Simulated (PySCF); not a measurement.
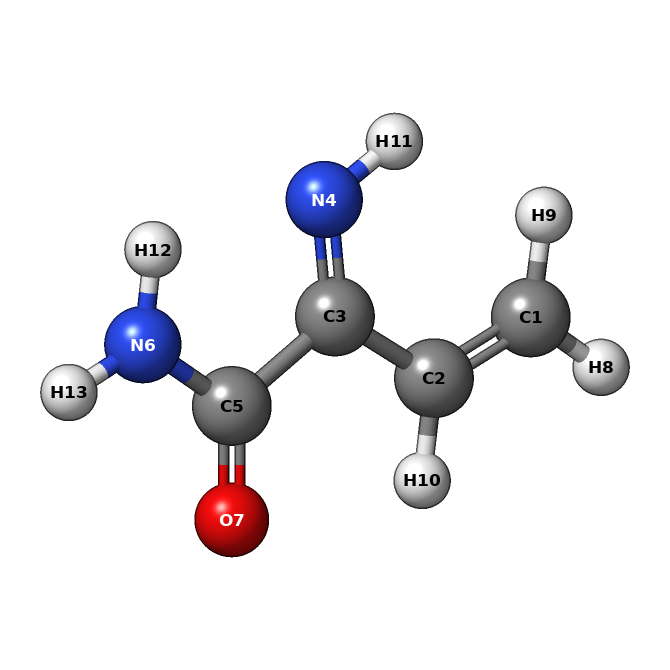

Computed geometry: GFN2-xTB optimisation. No frequency run is at hand to confirm it as a minimum. Properties computed with delta-SCF UKS SCAN, pcX-2 on the ionised atom, pcseg-1 elsewhere, spin-free X2C (PySCF 2.14.0).

Give the core-electron binding energies (to vacuum) of C1 1s, C2 1s, C3 1s, N4 1s, C5 1s, N6 1s, O7 1s.

```tsv
atom	level	binding energy (eV)
C1	1s	290.8
C2	1s	291.0
C3	1s	292.4
N4	1s	404.6
C5	1s	293.8
N6	1s	405.8
O7	1s	537.1
```
